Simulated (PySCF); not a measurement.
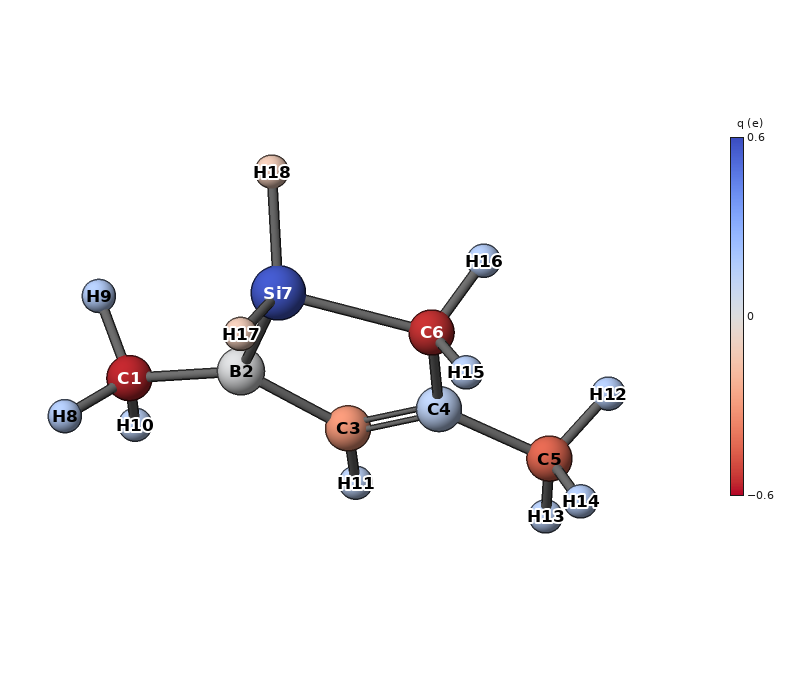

Atoms are coloured by their IAO charges. The geometry was computed by an optimisation with GFN2-xTB. No frequency run is at hand to confirm it as a minimum. Method: PBE0/pcSseg-1, gas phase (PySCF 2.14.0).

> Which atom carries the highest charge (most positive or least negative)?

Si7 (0.56 e).

> And the lowest?

C1 (−0.56 e).

Give the IAO charges atom by atom.

```tsv
atom	value (e)
C1	−0.56
B2	0.01
C3	−0.30
C4	0.13
C5	−0.43
C6	−0.54
Si7	0.56
H8	0.16
H9	0.16
H10	0.14
H11	0.14
H12	0.16
H13	0.15
H14	0.16
H15	0.15
H16	0.15
H17	−0.11
H18	−0.11
```

The geometry is semi-empirical. Around B, Si such bond lengths and angles can be off by a tenth of an ångström or more and by several degrees, and values that hang on the shape move with them.
